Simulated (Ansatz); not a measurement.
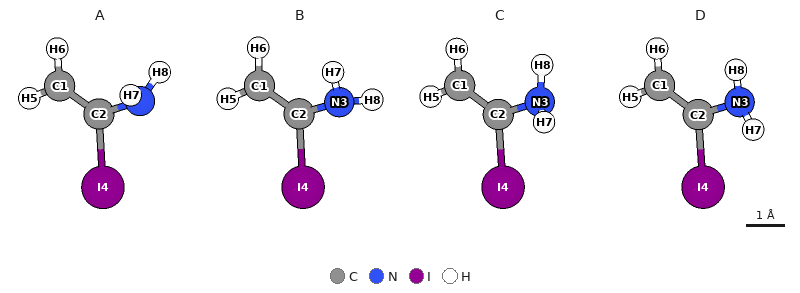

4 geometries from a converged minimum-energy path of C2H4IN, shuffled. A ball-and-stick model, seen at a tilt.

The calculation used RHF/def2-SVP (Ansatz). Set-up: 5 movable images; climbing image; force threshold 0.03 eV/Å; iteration limit 60; starting path by image-dependent pair potential.

### Which frame is the transition state?

A. In order along the path, whose images run from 0 to 6: D (image 0, 0.000 eV), C (image 1, +0.052 eV), A (image 3, +0.234 eV), B (image 5, +0.052 eV). The motion is a rotation about the C2–N3 bond by about 150°. No bond forms or breaks between the ends. Bond angles that change up to the highest image, for instance: C2–N3–H7 115.5° → 113.1°.

The run took 100 s on 1 thread of Arm Neoverse V2 (shared host), peak memory 0.19 GiB.
